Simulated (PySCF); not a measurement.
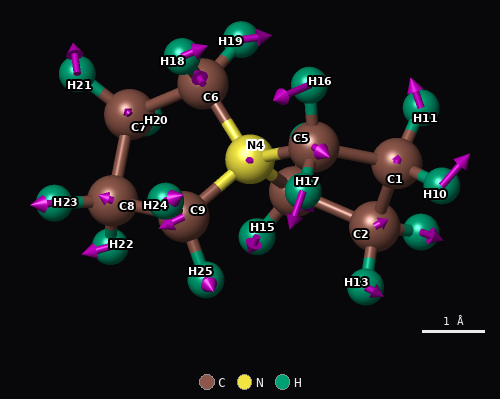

This is a relaxation of C₈H₁₆N (charge +1). The starting structure is drawn; purple arrows show the displacements, magnified 20 times. The two geometries are superimposed by the best rigid fit.

A ball-and-stick model, seen at a tilt.

The start comes from GFN2-xTB.

Level of theory: PBE0-D3(BJ)/def2-SVP geometry optimisation, gas phase (PySCF 2.14.0, density-fitted response routines). 

Q: What happened in the run?

A: The largest move after the best rigid fit is that of an H atom, 0.048 Å. Largest moves by element: H 0.048 Å, C 0.027 Å, N 0.005 Å. Among the contacts that change: C–N 1.498 → 1.520 Å, C–N 1.486 → 1.505 Å, C–H 1.087 → 1.098 Å, C–C 1.526 → 1.519 Å. Among the angles between lasting bonds that change: C–C–H 112.7° → 114.8°. Over 3 geometry steps the energy falls by 7.25 kJ/mol. The run took of the order of 2.4 core-minutes on a shared host.
